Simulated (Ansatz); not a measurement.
Reaction (SMILES): Cl (HCl) → [Cl-] + H+
B3LYP-D3(BJ)/def2-TZVP geometries, fixed; electronic energies without zero-point terms.
Largest species:
```xyz
2

Cl     0.0000     0.0000    -0.0712
H      0.0000     0.0000     1.2108
```
Charge 0, spin multiplicity 1.

Basis-set convergence of the deprotonation energy at MP2 with Ansatz (a first-principles code). Cartesian d functions, on some or all atoms, in 6-31G*, 6-31G**, 6-31+G*, 6-311G**; all else is spherical. Cores are frozen. No added dispersion term, no relativity. Functions are those of the species that has most. Reference: Hartree-Fock in aug-cc-pV(5+d)Z plus the correlation part extrapolated as X^-3 from aug-cc-pV(Q+d)Z and aug-cc-pV(5+d)Z, 334.55 kcal/mol, itself unsure by roughly 0.16 kcal/mol (a third of the extrapolation step and of the last Hartree-Fock step). Deviations are taken from unrounded values.

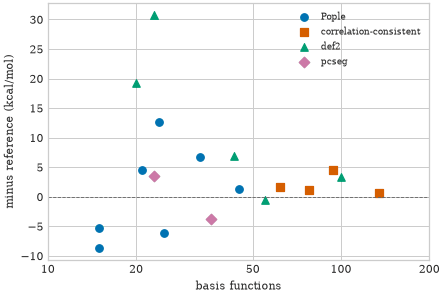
*Deviation from the reference against the number of basis functions, by family of sets.*

| basis | functions | deprotonation energy (kcal/mol) | minus reference (kcal/mol) |
|---|---|---|---|
| 3-21G | 15 | 329.20 | -5.34 |
| 6-31G | 15 | 325.83 | -8.71 |
| def2-SV(P) | 20 | 353.72 | 19.17 |
| 6-31G* | 21 | 339.01 | 4.47 |
| def2-SVP | 23 | 365.33 | 30.78 |
| pcseg-1 | 23 | 338.13 | 3.58 |
| 6-31G** | 24 | 347.16 | 12.62 |
| 6-31+G* | 25 | 328.36 | -6.19 |
| 6-311G** | 33 | 341.20 | 6.65 |
| aug-pcseg-1 | 36 | 330.74 | -3.81 |
| def2-TZVP | 43 | 341.48 | 6.93 |
| 6-311++G(2d,2p) | 45 | 335.82 | 1.28 |
| def2-TZVPD | 55 | 333.97 | -0.58 |
| jun-cc-pV(T+d)Z | 62 | 336.22 | 1.67 |
| aug-cc-pV(T+d)Z | 78 | 335.78 | 1.23 |
| cc-pV(Q+d)Z | 94 | 339.02 | 4.47 |
| def2-QZVPP | 100 | 337.90 | 3.35 |
| aug-cc-pV(Q+d)Z | 135 | 335.19 | 0.64 |
